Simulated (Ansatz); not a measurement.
## What Be3N2 (P-3m1) distorts into

Aim: this structure of Be3N2 (P-3m1) is to be tested for unstable modes, and one is followed downhill.

Calculated with Ansatz 0.2.0; DFT PBEsol, scalar-relativistic, plane waves, PAW.

## 1. The structure

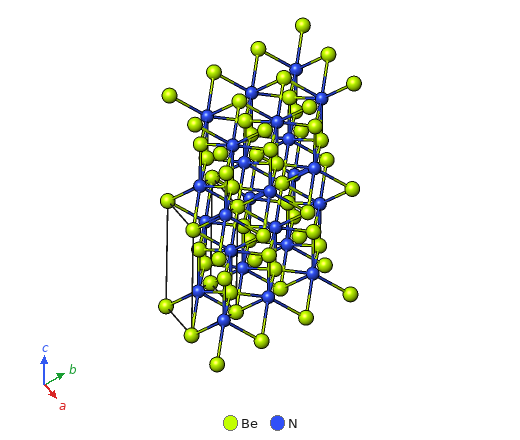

The starting structure, seen slightly off an axis (beryllium green, nitrogen blue). 2×3×2 cells are drawn. Bonds to atoms that aren't drawn are left out. Some periodic images of atoms are drawn too.

## 2. Phonons on a q mesh

The cell comes from relaxations at this level that are not shown. Stability and thermal properties need the whole zone. Linear response on a 4×4×4 q mesh gives force constants as far as a supercell of that size would, and the tensors from the zone-centre run are typed in so that the long-range dipole term is interpolated apart.

The input, input.yaml:

```yaml
crystal:
  lattice:
    - [2.8050806161, 0.0, 0.0]
    - [-1.4025403081, 2.4292710732, 0.0]
    - [0.0, 0.0, 4.6328422625]
  atoms:
    - { symbol: Be, position: [0.0, 0.0, 0.0] }
    - { symbol: Be, position: [0.6666666667, 0.3333333333, 0.6490792928] }
    - { symbol: Be, position: [0.3333333333, 0.6666666667, 0.3509207072] }
    - { symbol: "N", position: [0.3333333333, 0.6666666667, 0.7476525402] }
    - { symbol: "N", position: [0.6666666667, 0.3333333333, 0.2523474598] }
kpoints:
  mp_grid: { grid: [12, 12, 8] }
hamiltonian:
  xc: pbesol
scf:
  occupations: { method: fixed }
output:
  eigenvalues: true
phonons:
  method: dfpt
  qmesh: [4, 4, 4]
  temperatures: { t_max: 1000, t_step: 50 }
  qpath:
    path:
      - [[0.0, 0.0, 0.0], [0.5, 0.0, 0.0], [0.33333333, 0.33333333, 0.0], [0.0, 0.0, 0.0], [0.0, 0.0, 0.5], [0.5, 0.0, 0.5], [0.33333333, 0.33333333, 0.5], [0.0, 0.0, 0.5]]
      - [[0.5, 0.0, 0.5], [0.5, 0.0, 0.0]]
      - [[0.33333333, 0.33333333, 0.5], [0.33333333, 0.33333333, 0.0]]
    npoints: 10
  non_analytic_term:
    high_frequency_dielectric_tensor: [[5.0152, 0.0, 0.0], [0.0, 5.0152, 0.0], [0.0, 0.0, 5.6089]]
    born_effective_charges:
      - { species: Be, tensor: [[2.2979, 0.0, 0.0], [0.0, 2.2979, 0.0], [0.0, 0.0, 2.5048]] }
      - { species: Be, tensor: [[1.5949, 0.0, 0.0], [0.0, 1.5949, 0.0], [0.0, 0.0, 1.6507]] }
      - { species: Be, tensor: [[1.5949, 0.0, 0.0], [0.0, 1.5949, 0.0], [0.0, 0.0, 1.6507]] }
      - { species: "N", tensor: [[-2.7439, 0.0, 0.0], [0.0, -2.7439, 0.0], [0.0, 0.0, -2.9031]] }
      - { species: "N", tensor: [[-2.7439, 0.0, 0.0], [0.0, -2.7439, 0.0], [0.0, 0.0, -2.9031]] }
    source: "zone-centre run at this cell"
```

Command:

```console
$ ansatz run input.yaml --threads 4 --pin off --max-ram 7168MiB --backend cpu --events-out ev --progress --plain --runs-dir out
```

Numbers of over 12 decimals in the logs are rounded to 6 here.

Output:

```text
Warning: phonons: the dynamical matrix that this run interpolates holds no multipole term above the dipole-dipole one, and a site of this crystal is no centre of inversion, so its interpolated transverse optical and acoustic branches and sound speeds can stay off near Gamma, and the density of states and the thermodynamics with them. What a run solves at a wave vector of phonons.qpoints, Gamma apart, where the deck admits one, is free of this, and under fd what a larger phonons.supercell samples
Engine: ansatz 0.2.0, aarch64-unknown-linux-gnu
Pseudopotentials: kind: paw
Pseudopotential: Be, paw, valence charge 2, recommended cutoff 420 eV (normal), Be.paw.azcp
Pseudopotential: N, paw, valence charge 5, recommended cutoff 420 eV (normal), N.paw.azcp
Functional definition: PBEsol
  exchange = pbesol_x
  correlation = pbesol_c
Crystal: 5 atoms, lattice volume = 31.570 Å³
Basis set: ecut = 420 eV, 627 PW (Γ), exchange–correlation on 40×40×64 points (8 copies of the dense FFT grid, shifted against one another)
Bands: 13, of which v1, the nominal top of the filled ones, is band 8 counted from 1 (7 counted from 0)
Symmetry: 12 space group operations
k-points: 131 of 1152
Non-local potential: Be, projectors of the file, l = 0: 2, l = 1: 2, l = 2: 1
Non-local potential: N, projectors of the file, l = 0: 2, l = 1: 2, l = 2: 1
PAW form: soft (Blöchl's): semilocal exchange-correlation on the pseudo side does not see the compensation charge
PAW frozen core: Be, regenerated for the run's functional, and the local potential with it (the file was generated under x = pbe(κ = 0.804, μ = 0.219515), c = pbe(β = 0.066725))
PAW frozen core: N, regenerated for the run's functional, and the local potential with it (the file was generated under x = pbe(κ = 0.804, μ = 0.219515), c = pbe(β = 0.066725))
PAW one-centre angular grid: Be, 110 points (default); XC on 64 Gauss nodes
PAW one-centre angular grid: N, 110 points (default); XC on 64 Gauss nodes
Initial density: superposition of atomic densities (neutral atoms: chi_scale 0, normalization atom), corrected by the library's trained network
Initial wavefunctions: pseudopotential atomic-orbital guess
Functional: x = pbesol(κ = 0.804, μ = 0.123457), c = pbesol(β = 0.046)
SCF iter   1: F=—  HF=-1032.815977 eV  |F-HF|=—  |Δ(HF+E_count)|=         —  Δρ=1.02e-2  dr2=3.33e-2  ethr=1.77e-3  ⟨swp⟩=5.0  Hψ=9218  notcnv=0  defer=363
preconditioner: auto → none  [insulator: Δε(μ)=4.122 eV  Ē_g=14.998 eV  n_scr=2 (ndim 8)  ℏωp=26.4 eV  f_vac=0.000  ε∞_Penn≈4.1]
SCF iter   2: F=—  HF=-1032.807008 eV  |F-HF|=—  |Δ(HF+E_count)|=   8.97e-3  Δρ=3.46e-3  dr2=3.08e-3  ethr=2.08e-4  ⟨swp⟩=2.7  Hψ=3916  notcnv=0  defer=385
SCF iter   3: F=—  HF=-1032.805990 eV  |F-HF|=—  |Δ(HF+E_count)|=   1.02e-3  Δρ=9.35e-4  dr2=1.55e-4  ethr=1.93e-5  ⟨swp⟩=2.0  Hψ=2630  notcnv=0  defer=387
SCF iter   4: F=—  HF=-1032.805936 eV  |F-HF|=—  |Δ(HF+E_count)|=   5.38e-5  Δρ=1.95e-4  dr2=2.86e-5  ethr=9.66e-7  ⟨swp⟩=2.3  Hψ=2630  notcnv=0  defer=214
SCF iter   5: F=—  HF=-1032.805927 eV  |F-HF|=—  |Δ(HF+E_count)|=   9.20e-6  Δρ=3.60e-5  dr2=1.54e-7  ethr=1.78e-7  ⟨swp⟩=2.1  Hψ=2243  notcnv=0  defer=131
SCF iter   6: F=—  HF=-1032.805926 eV  |F-HF|=—  |Δ(HF+E_count)|=   6.08e-7  Δρ=6.17e-6  dr2=8.20e-9  ethr=9.62e-10  ⟨swp⟩=2.5  Hψ=2700  notcnv=0  defer=132
SCF iter   7: F=—  HF=-1032.805926 eV  |F-HF|=—  |Δ(HF+E_count)|=   1.14e-9  Δρ=5.56e-7  dr2=2.72e-11  ethr=5.12e-11  ⟨swp⟩=2.8  Hψ=2731  notcnv=0  defer=132
SCF iter   8: F=-1032.805926 eV  HF=-1032.805926 eV  |F-HF|=4.55e-13  |Δ(HF+E_count)|=  1.75e-11  Δρ=3.38e-8  dr2=1.80e-13  ethr=1.00e-12  ⟨swp⟩=9.4  Hψ=8500  notcnv=0
SCF 1 converged in 8 iterations: F = -1032.805926 eV  dr2 = 1.80e-13
  greatest PAW one-centre occupation: 0.779 electrons in one spin orbital (limit 2), on the N atom at site 4 (counted from 0), in its partial waves of l = 0
NSCF: frozen V_eff on 131 k-points
NSCF: frozen V_eff on 320 k-points
DFPT response loops at q = (0, 0, 0) (fractional): preconditioner auto → none (the input reference at scf.mixing.eps_inf says where Resta's filter doesn't serve); β = 0.50; Broyden in place of MSR1
NSCF: frozen V_eff on 1248 k-points
DFPT response loops at q = (0, 0, 0.25) (fractional): preconditioner auto → Resta (q_TF=auto, 2.436 Å⁻¹)  ε∞=3.8 (no band partly filled); β = 1.00, the filter's whole step (`scf.mixing.beta` (0.50) is not read by the response loops at its default; to damp them type it under 1.00, their step now; it binds the ground state too); Broyden in place of MSR1
NSCF: frozen V_eff on 640 k-points
DFPT response loops at q = (0, 0, -0.5) (fractional): mixed as the last ones told, above
NSCF: frozen V_eff on 1248 k-points
DFPT response loops at q = (0, 0.25, 0) (fractional): preconditioner auto → none (the input reference at scf.mixing.eps_inf says where Resta's filter doesn't serve); β = 0.50; Broyden in place of MSR1
NSCF: frozen V_eff on 1248 k-points
DFPT response loops at q = (0, 0.25, 0.25) (fractional): mixed as the last ones told, above
NSCF: frozen V_eff on 1248 k-points
DFPT response loops at q = (0, 0.25, -0.5) (fractional): preconditioner auto → Resta (q_TF=auto, 2.436 Å⁻¹)  ε∞=3.8 (no band partly filled); β = 1.00, the filter's whole step (`scf.mixing.beta` (0.50) is not read by the response loops at its default; to damp them type it under 1.00, their step now; it binds the ground state too); Broyden in place of MSR1
NSCF: frozen V_eff on 1248 k-points
DFPT response loops at q = (0, 0.25, -0.25) (fractional): preconditioner auto → none (the input reference at scf.mixing.eps_inf says where Resta's filter doesn't serve); β = 0.50; Broyden in place of MSR1
NSCF: frozen V_eff on 640 k-points
DFPT response loops at q = (0, -0.5, 0) (fractional): mixed as the last ones told, above
NSCF: frozen V_eff on 1248 k-points
DFPT response loops at q = (0, -0.5, 0.25) (fractional): mixed as the last ones told, above
NSCF: frozen V_eff on 640 k-points
DFPT response loops at q = (0, -0.5, -0.5) (fractional): mixed as the last ones told, above
NSCF: frozen V_eff on 2304 k-points
DFPT response loops at q = (0.25, 0.25, 0) (fractional): mixed as the last ones told, above
NSCF: frozen V_eff on 2304 k-points
DFPT response loops at q = (0.25, 0.25, 0.25) (fractional): mixed as the last ones told, above
NSCF: frozen V_eff on 2304 k-points
DFPT response loops at q = (0.25, 0.25, -0.5) (fractional): mixed as the last ones told, above
SCF converged after 8 iterations
Free energy (F): -1032.805926 eV
Harris-Foulkes:  -1032.805926 eV  (|F-HF|=4.55e-13)
Internal energy: -1032.805926 eV  (E = F + TS)
E sigma→0 (E₀):  -1032.805926 eV
Fermi energy:    9.356234 eV
--- Per-component energies (eV) ---
  E_band       = 43.338182
  E_kinetic    = 333.134711
  E_local      = -366.593396  (includes V_loc(G=0)·N_el)
  E_nonlocal   = 104.208435
  E_hartree    = 117.363098
  E_xc         = -181.400152
  E_vxc        = -219.101340  (∫ρ·V_xc dr)
  E_paw        = -417.191894  (= ΣΔE_a)
  E_vpaw       = -43.036618  (= ΣTr[D̂ρ^β])
  E_aug_tail   = 0.000188  (compensation charges beyond the density's cutoff)
  E_ewald      = -622.411707
  E_core_change = 0.084792  (= ΣΔE_core)
  E_smearing   = -0.000000  (= −TS)
  E_closure    = -0.000000  (closes the sum)
  Σ components = -1032.805926   (vs F -1032.805926, Δ=0.00e0)
--- Band table (eV; the first three rows and the last of 131) ---
  k-point 0: bands = [... 4 lower, 7.8405, 8.9861, 8.9861, 9.3146, 15.8580, 16.5296, 17.6917, 17.6917, ... 1 higher]
  k-point 1: bands = [... 4 lower, 7.8687, 8.8727, 8.9619, 8.9619, 16.0529, 16.5640, 17.6191, 17.6191, ... 1 higher]
  k-point 2: bands = [... 4 lower, 7.9437, 7.9437, 8.8957, 8.8957, 16.1336, 17.0379, 17.4628, 17.4628, ... 1 higher]
  k-point 130: bands = [... 4 lower, 3.0593, 3.4788, 7.8513, 7.8513, 15.9034, 15.9034, 16.8587, 18.7373, ... 1 higher]
--- Phonons (Γ-DFPT): 6 representative perturbations + reference (Σ response iterations 17) ---
  ASR residual: 3.354e-4 → 0.000e0 eV/Å²; symmetrization residual: 7.961e-7 eV/Å²
  ASR residual per site (eV/Å²): 1.45e-5 3.35e-4 3.35e-4 3.25e-5 3.25e-5
  Γ frequencies (cm⁻¹): -90.30 -90.30 0.00 0.00 0.00 267.02 413.93 413.93 586.37 773.65 799.82 809.06 809.06 817.56 817.56
--- Phonons (arbitrary-q DFPT): 13 irreducible q on the 4×4×4 mesh ---
  q = [0.0000, 0.0000, 0.0000] (star 1, of the zone-centre solve; hermiticity 1.00e-7, symmetrization 1.94e-11): -90.30 -90.30 -0.00 -0.00 0.00 267.02 413.93 413.93 586.37 773.65 799.82 809.06 809.06 817.56 817.56
  q = [0.0000, 0.0000, 0.2500] (star 2, 6 solved perturbations in 2616 linear systems a pass and spin channel, the states on 624 of 1152 k-point pairs; hermiticity 4.75e-8, symmetrization 2.43e-10): -76.68 -76.68 103.59 103.59 216.15 406.57 406.57 537.88 751.25 808.09 808.09 817.56 817.56 818.46 887.36
  q = [0.0000, 0.0000, -0.5000] (star 1, 6 solved perturbations in 1353 linear systems a pass and spin channel, the states on 320 of 1152 k-point pairs; hermiticity 7.04e-5, symmetrization 1.42e-5): -68.64 -68.64 153.66 153.66 397.73 397.73 404.52 404.66 747.01 807.17 807.17 817.51 817.51 837.14 882.93
  q = [0.0000, 0.2500, 0.0000] (star 6, 9 solved perturbations on 624 of 1152 k-point pairs; hermiticity 2.43e-8, symmetrization 2.49e-11): -72.22 114.42 238.26 304.05 369.71 452.35 505.33 552.11 578.50 659.77 742.62 782.74 817.48 914.48 1051.90
  q = [0.0000, 0.2500, 0.2500] (star 6, 9 solved perturbations on 624 of 1152 k-point pairs; hermiticity 2.63e-8, symmetrization 2.24e-11): -156.35 -62.08 259.10 303.10 409.01 491.71 498.42 548.47 623.97 639.52 726.59 782.75 816.18 914.79 1059.43
  q = [0.0000, 0.2500, -0.5000] (star 6, 9 solved perturbations on 624 of 1152 k-point pairs; hermiticity 2.69e-8, symmetrization 2.23e-11): -206.79 -43.01 300.04 366.93 386.36 445.69 479.21 567.57 610.66 677.60 703.17 784.69 813.31 954.45 1020.86
  q = [0.0000, 0.2500, -0.2500] (star 6, 9 solved perturbations on 624 of 1152 k-point pairs; hermiticity 2.69e-8, symmetrization 2.26e-11): -182.94 182.66 273.24 323.65 330.08 460.26 491.24 542.80 590.29 677.39 724.71 784.62 814.69 962.28 1006.58
  q = [0.0000, -0.5000, 0.0000] (star 3, 9 solved perturbations on 320 of 1152 k-point pairs; hermiticity 4.53e-6, symmetrization 4.68e-6): 79.30 142.65 308.06 318.26 441.28 492.83 508.04 568.60 699.17 742.78 763.30 766.96 817.55 929.60 943.57
  q = [0.0000, -0.5000, 0.2500] (star 6, 9 solved perturbations on 624 of 1152 k-point pairs; hermiticity 2.07e-8, symmetrization 1.17e-9): -161.78 95.98 291.72 381.83 441.92 483.39 528.29 556.75 655.78 746.88 767.13 785.56 813.62 894.34 1003.19
  q = [0.0000, -0.5000, -0.5000] (star 3, 9 solved perturbations on 320 of 1152 k-point pairs; hermiticity 1.45e-5, symmetrization 1.04e-5): -213.87 -39.54 270.88 436.32 446.34 456.18 538.53 572.44 604.53 759.45 771.70 788.37 808.94 884.55 1035.85
  q = [0.2500, 0.2500, 0.0000] (star 6, 6 solved perturbations in 5220 linear systems a pass and spin channel, the states on 1152 of 1152 k-point pairs; hermiticity 7.00e-7, symmetrization 2.16e-11): -144.76 63.15 249.76 436.89 492.63 522.31 541.05 611.70 663.17 687.97 736.54 777.98 845.83 870.34 957.75
  q = [0.2500, 0.2500, 0.2500] (star 12, 9 solved perturbations on 1152 of 1152 k-point pairs: no pair is spared here; hermiticity 2.39e-8, symmetrization 2.03e-15): -89.73 146.87 207.59 411.61 470.52 507.29 529.30 636.56 659.11 677.90 738.60 785.91 838.89 905.99 961.47
  q = [0.2500, 0.2500, -0.5000] (star 6, 6 solved perturbations in 5220 linear systems a pass and spin channel, the states on 1152 of 1152 k-point pairs; hermiticity 1.32e-5, symmetrization 2.97e-6): 70.18 140.88 220.73 408.60 416.93 480.59 571.98 583.53 673.23 696.25 735.25 794.58 833.32 949.14 950.98
  sum rule: each row above includes the acoustic sum rule's correction from the zone centre's row sums; it moved no ω² by more than (3.18 cm⁻¹)²
  mesh force constants: q→R imaginary residual 1.55e-18; ASR residual 3.354e-4 → 0.000e0 eV/Å²; symmetrization residual 2.132e-14 eV/Å²
  interpolated dispersion: 94 rows × 15 modes
  density of states and harmonic sums: on the 28×28×16 q-mesh, interpolated from the force constants of a 4×4×4 supercell (with the dipole–dipole term of supplied tensors)
  largest difference from the sums on the solved wave vectors: F 2.19e-2 eV, S 3.20e-5 and C_V 9.76e-6 eV/K
  zero-point energy: 0.513269 eV/cell   skipped modes (ω ≤ 0): 1316, of them read as no rigid motion or as one in doubt: 1313 (1.088e0 modes/cell left out, lowest -213.87 cm⁻¹)   left out of the sums: 7.25e-2 of the cell's modes: C_V's classical limit lies that fraction below 3 k_B per atom; for a crystal, a wire or a layer, F and S can be off by more, and a phonons.interpolated_qmesh denser along its periods is the remedy for the sampling
```

Run time: 7.4 min. Hardware: 4 threads of Arm Neoverse V1, shared host; peak memory 1.4 GiB; 29 min of CPU time.

The column dr2 measures how far the density is from self-consistency, as an energy; F and HF (Harris–Foulkes) agree once it is small.

Numbers from this step:

| Item | Value |
| --- | --- |
| gap on the k-mesh | 4.224 eV |
| volume per atom | 6.314 Å³ |
| sum-rule residual before enforcement | 3.35e-4 eV/Å² |
| lowest frequency on the path | -213.9 cm⁻¹ |
| point group | -3m |
| highest frequency on the path or at a solved wavevector | 1090 cm⁻¹ |
| highest optical mode at the zone centre (no LO-TO term) | 817.6 cm⁻¹ |
| lowest optical zone-centre mode | -90.3 cm⁻¹ |
| lowest mode on the q mesh (acoustic modes at Γ apart) | -213.9 cm⁻¹ |

Frequencies (cm⁻¹) solved at each irreducible wavevector; negative means imaginary. Frequencies by wavevector, by row:

| q in reciprocal lattice units | star | mode 1 | mode 2 | mode 3 | mode 4 | mode 13 | mode 14 | mode 15 |
| --- | --- | --- | --- | --- | --- | --- | --- | --- |
| 0 0 0 | 1 | -90.3 | -90.3 | 0 | 0 | 809.1 | 817.6 | 817.6 |
| 0 0 0.25 | 2 | -76.7 | -76.7 | 103.6 | 103.6 | 817.6 | 818.5 | 887.4 |
| 0 0 -0.5 | 1 | -68.6 | -68.6 | 153.7 | 153.7 | 817.5 | 837.1 | 882.9 |
| 0 0.25 0 | 6 | -72.2 | 114.4 | 238.3 | 304.1 | 817.5 | 914.5 | 1052 |
| 0 0.25 0.25 | 6 | -156.3 | -62.1 | 259.1 | 303.1 | 816.2 | 914.8 | 1059 |
| 0 0.25 -0.5 | 6 | -206.8 | -43 | 300 | 366.9 | 813.3 | 954.5 | 1021 |
| 0 0.25 -0.25 | 6 | -182.9 | 182.7 | 273.2 | 323.6 | 814.7 | 962.3 | 1007 |
| 0 -0.5 0 | 3 | 79.3 | 142.7 | 308.1 | 318.3 | 817.5 | 929.6 | 943.6 |
| 0 -0.5 0.25 | 6 | -161.8 | 96 | 291.7 | 381.8 | 813.6 | 894.3 | 1003 |
| 0 -0.5 -0.5 | 3 | -213.9 | -39.5 | 270.9 | 436.3 | 808.9 | 884.5 | 1036 |
| 0.25 0.25 0 | 6 | -144.8 | 63.1 | 249.8 | 436.9 | 845.8 | 870.3 | 957.8 |
| 0.25 0.25 0.25 | 12 | -89.7 | 146.9 | 207.6 | 411.6 | 838.9 | 906 | 961.5 |
| 0.25 0.25 -0.5 | 6 | 70.2 | 140.9 | 220.7 | 408.6 | 833.3 | 949.1 | 951 |

Interpolated from a 4×4×4 q mesh, with the LO-TO term (at Γ the limit along the path; where Γ stands inside the path, tables give the limit on arrival). The phonon branches at the labelled points (cm⁻¹):

| point | branch 1 | branch 2 | branch 3 | branch 4 | branch 12 | branch 13 | branch 14 | branch 15 |
| --- | --- | --- | --- | --- | --- | --- | --- | --- |
| Γ | -90 | 0 | 0 | 0 | 809 | 818 | 818 | 1090 |
| M | 79 | 143 | 308 | 318 | 767 | 818 | 930 | 944 |
| K | -119 | 128 | 128 | 467 | 780 | 858 | 883 | 883 |
| Γ | -90 | 0 | 0 | 0 | 809 | 818 | 818 | 1090 |
| A | -69 | -69 | 154 | 154 | 818 | 818 | 837 | 883 |
| L | -214 | -40 | 271 | 436 | 788 | 809 | 885 | 1036 |
| H | 175 | 175 | 209 | 417 | 810 | 847 | 914 | 914 |
| A | -69 | -69 | 154 | 154 | 818 | 818 | 837 | 883 |
| jump to L | -214 | -40 | 271 | 436 | 788 | 809 | 885 | 1036 |
| M | 79 | 143 | 308 | 318 | 767 | 818 | 930 | 944 |
| jump to H | 175 | 175 | 209 | 417 | 810 | 847 | 914 | 914 |
| K | -119 | 128 | 128 | 467 | 780 | 858 | 883 | 883 |

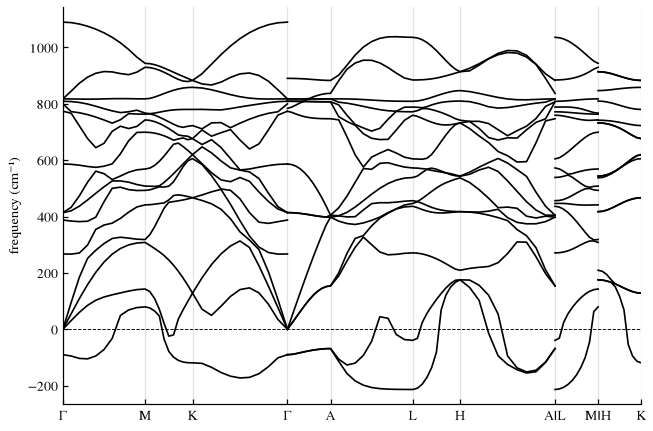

Phonon branches along the path.

Symmetry leaves 13 wavevectors to solve. The lowest mode among them, the acoustic zeros apart, lies at q = (0, -0.5, -0.5) and is imaginary, 213.9i cm⁻¹, so the energy falls along it.

## 3. The mode frozen in, largest atomic shift 0 Å

The mode followed lies at Γ with frequency 90.3i cm⁻¹ and is 2-fold degenerate, one of the unstable modes though not the softest. At small amplitude the distorted cell has space group no. 8 by a symmetry search on the positions. The undistorted cell that holds it gives the zero of energy on the same k mesh.

input.yaml, the sections that differ from step 2:

```yaml
scf:
  occupations: { method: gaussian, width: 0.02 }
output:
  forces: true
  stress: true
  eigenvalues: true
# crystal, kpoints, hamiltonian: as in step 2
# phonons: removed
```

Output:

```text
[...]
Crystal: 5 atoms, lattice volume = 31.570 Å³
Basis set: ecut = 420 eV, 627 PW (Γ), exchange–correlation on 40×40×64 points (8 copies of the dense FFT grid, shifted against one another)
Bands: 13, of which v1, the nominal top of the filled ones, is band 8 counted from 1 (7 counted from 0)
Symmetry: 12 space group operations
[...]
k-points: 131 of 1152
[...]
--- Band table (eV; the first three rows and the last of 131) ---
  k-point 0: bands = [... 4 lower, 7.8405, 8.9861, 8.9861, 9.3146, 15.8580, 16.5296, 17.6917, 17.6917]
  k-point 1: bands = [... 4 lower, 7.8687, 8.8727, 8.9619, 8.9619, 16.0529, 16.5640, 17.6191, 17.6191]
  k-point 2: bands = [... 4 lower, 7.9437, 7.9437, 8.8957, 8.8957, 16.1336, 17.0379, 17.4628, 17.4628]
  k-point 130: bands = [... 4 lower, 3.0593, 3.4788, 7.8512, 7.8512, 15.9034, 15.9034, 16.8587, 18.7373]
[key lines of the parts left out:]
SCF converged after 6 iterations
Free energy (F): -1032.805926 eV
Fermi energy:    11.468256 eV
P = ⅓ Tr σ = -0.0029 GPa (-0.029 kbar)
```

Run time: 0.91 s. Hardware: 4 threads; peak memory 0.33 GiB.

Numbers from this step:

```yaml
pressure: -0.002921 GPa
energy_from_the_undistorted_cell: 0 meV/atom
```

At this level the gap is 4.22 eV on the k-mesh of the self-consistent run, which can miss the band edges.

[end of part 1 of 3]

[Logs are printed without paths, hosts, clocks, repeated set-up lines and the standing remarks that a program may print on its own settings, such as how far it seeks lower states.]

[Hosts, paths, dates, database ids (printed as entryN), source tags and the programs' standing remarks are cut or masked in the printed files.]
